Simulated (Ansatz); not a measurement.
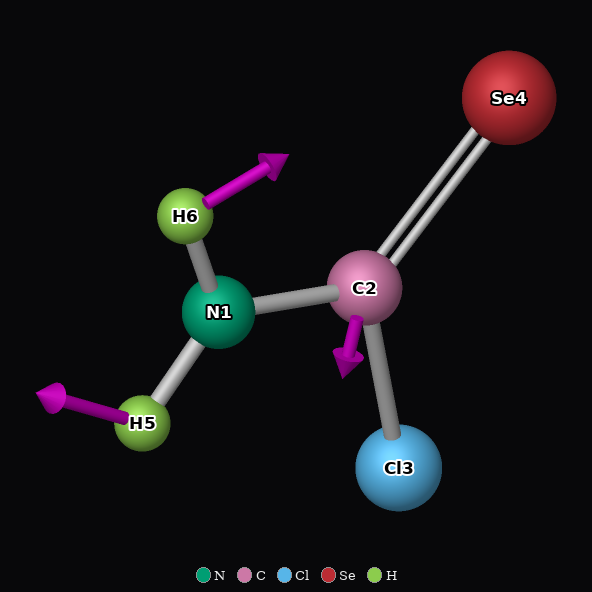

The arrows show one normal mode. Harmonic vibrations computed with RKS PBE0-D4/def2-TZVP (Ansatz 0.2.0) at a stationary point of the same level.

At what wavenumber does it lie?

Answer. 806 cm⁻¹; it is mode 7 of 12 counted from the lowest.
